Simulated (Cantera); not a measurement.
Input: 1 mol SiCl4, a varied amount of H2O, equilibrated at 1048 K and 1.00 bar.

These are equilibrium values from Cantera (NASA tables, ideal gas, pure condensed phases), not measurements of a reactor. Candidate condensed phases: H2O, Si, SiO2; 30 gas species. Equilibrium is a limit: real reactors are often held back by kinetics, nucleation or transport.

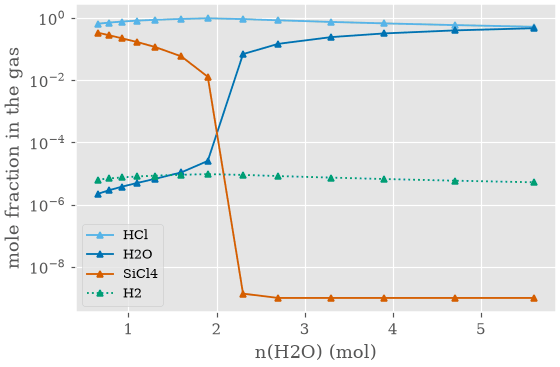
Figure: Equilibrium gas composition (values under 1e-9 drawn at 1e-9)

From 0.65 mol H2O to 5.6 mol H2O the condensed part is SiO2(β-quartz).
